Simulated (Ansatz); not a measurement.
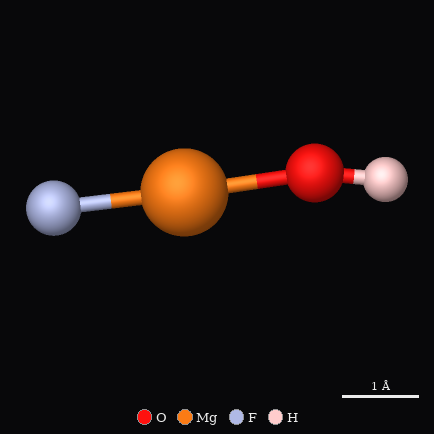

The picture shows a molecular structure as a ball-and-stick model.

Which formula does it have?

FHMgO, 4 atoms: 1 fluorine, 1 hydrogen, 1 magnesium and 1 oxygen.

What is its SMILES?

[OH][Mg][F]

Count the bonded pairs by element.

1 Mg–O, 1 F–Mg, 1 O–H.

The parts below concern this one geometry. Atoms keep their numbers from picture to picture. The computed structure is the end point of a PBE0-D4/def2-TZVP optimisation.

### Electronic properties

Method: RKS BHLYP-D4/def2-TZVPP (Ansatz 0.2.0).

Give the HOMO energy (Kohn–Sham orbital) at this level.

−9.91 eV.

Give the HOMO–LUMO gap at this level.

9.02 eV.

### Dipole moment

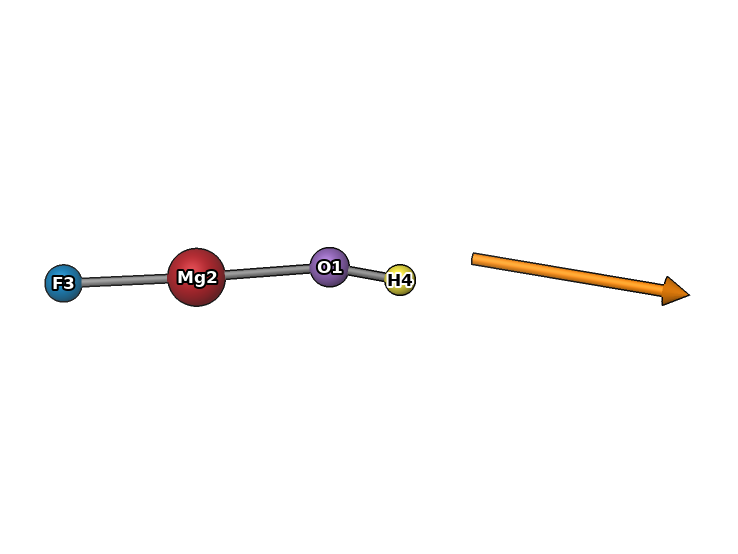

The arrow beside the molecule shows the direction of the dipole moment, from the negative to the positive end (its length means nothing). Method: RKS PBE0-D4/def2-TZVP (Ansatz 0.2.0).

How large is the dipole moment?

2.08 D; it points from the side of F3 to the side of H4 (the outermost atoms at the two ends).

### Vibrations

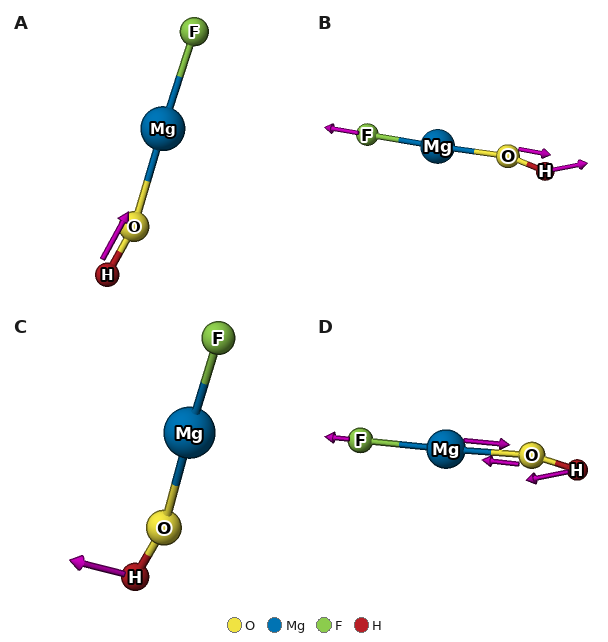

4 normal modes of one molecule or complex, as arrows. Harmonic vibrations computed with RKS PBE0-D4/def2-TZVP (Ansatz 0.2.0) at a stationary point of the same level.

Match the panels to the wavenumbers 98 cm⁻¹, 589 cm⁻¹, 906 cm⁻¹, 4083 cm⁻¹.

A: 4083 cm⁻¹, O–H stretching
B: 589 cm⁻¹
C: 98 cm⁻¹, H–O–Mg bending
D: 906 cm⁻¹

### Charges

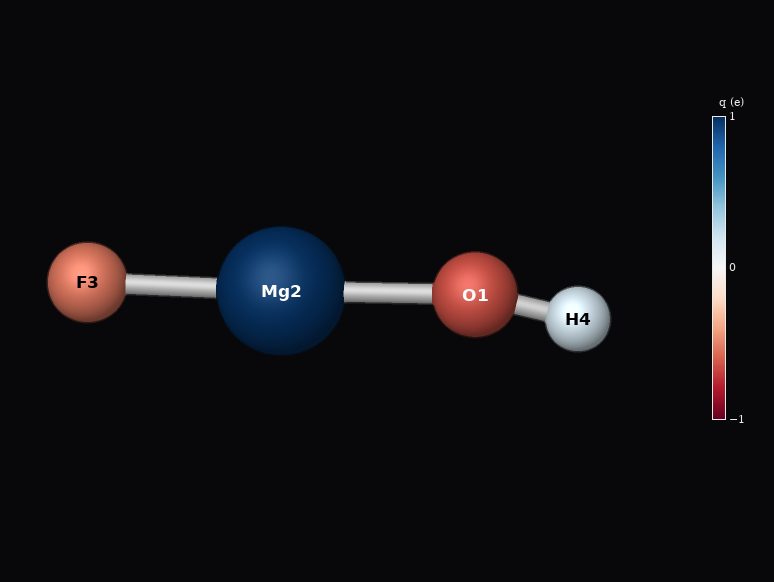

Atoms are coloured by their Mulliken charges. Level of theory: RKS PBE-D4/def2-TZVPP (Ansatz 0.2.0).

Give the Mulliken charges atom by atom.

| atom | value (e) |
| --- | --- |
| O1 | −0.64 |
| Mg2 | 0.99 |
| F3 | −0.53 |
| H4 | 0.18 |

Mulliken values depend strongly on the basis set and can even reverse the polarity of a bond.
